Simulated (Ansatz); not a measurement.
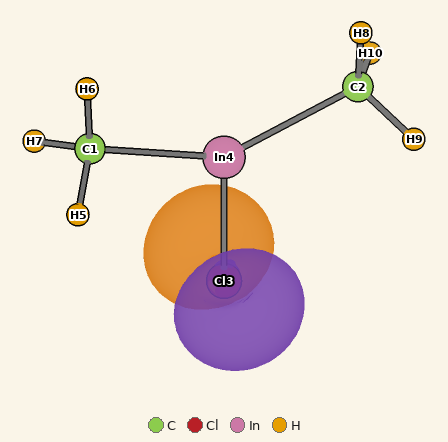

The picture shows: C2H6ClIn (SMILES [CH3][In]([CH3])[Cl]). The HOMO−1 at ±0.2 Å⁻³ᐟ² (orange and purple are the two phases), seen at an oblique angle.

Geometry: PBE0-D4/def2-SVP; core potentials replace the inner electrons of In.

Computed with isolated molecule in a Gaussian basis; Kohn-Sham density functional theory, functional PBE0 in Ansatz.

| atom | x (Å) | y (Å) | z (Å) |
| --- | --- | --- | --- |
| C | 2.4680 | -0.1825 | 3.0905 |
| C | -0.1197 | 0.6750 | 0.1481 |
| Cl | -0.6306 | -2.1842 | 2.4971 |
| In | 0.7363 | -0.3442 | 1.8323 |
| H | 3.0788 | -1.0890 | 2.9677 |
| H | 3.0721 | 0.7011 | 2.8438 |
| H | 2.1410 | -0.1256 | 4.1388 |
| H | 0.5315 | 1.4810 | -0.2165 |
| H | -0.2927 | -0.0531 | -0.6573 |
| H | -1.0905 | 1.0965 | 0.4475 |

Q: Where does this orbital lie, and at what energy?

A: Its weight (Hirshfeld) is mainly on Cl3 (about 90 %); largely a lone pair of Cl3. Its energy is −8.29 eV.
